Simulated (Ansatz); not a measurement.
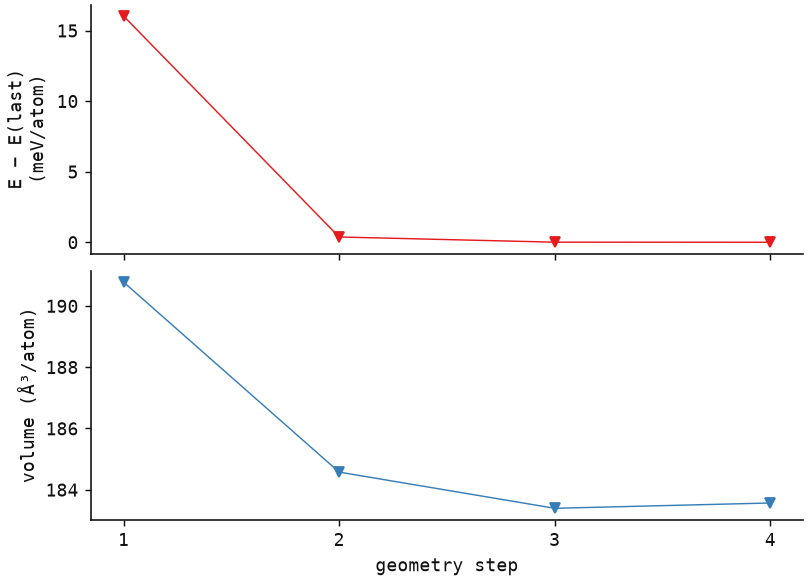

History of a geometry optimisation. A closing SCF on a freshly chosen basis isn't drawn.

```
crystal:
  lattice:
    - [2.8312441565, 0.0, 0.0]
    - [0.0, 2.8312441565, 0.0]
    - [0.0, 0.0, 23.8]
  atoms:
    - { symbol: Hf, position: [0.0, 0.0, 0.2941176471] }
  periodic: [true, true, false]
basis:
  ecutwfc: 420
kpoints:
  mp_grid: { grid: [20, 20, 1] }
hamiltonian:
  xc: pbe
scf:
  occupations: { method: gaussian, width: 0.001 }
output:
  forces: true
  eigenvalues: true
  stress: true
relax:
  adjacent_minimum: "off"
  f_tol: 0.01
  max_steps: 80
  cell: { stress_2d_tol: 0.02 }
```

Command:
```bash
ansatz run input.yaml --threads 1 --pin off --max-ram 2048MiB --backend cpu --events-out ev --progress --plain --runs-dir out
```

Q: How did the optimisation end?

A: The optimisation met its thresholds at geometry 4, counting the start as the first. The energy fell by about 16 meV/atom from the first step to the last. All forces vanish by symmetry, so only the cell moves.

Q: Was the starting cell too large or too small?

A: The volume shrinks from 190.8 to 183.6 Å³ per atom (−4 %). The start was expanded.
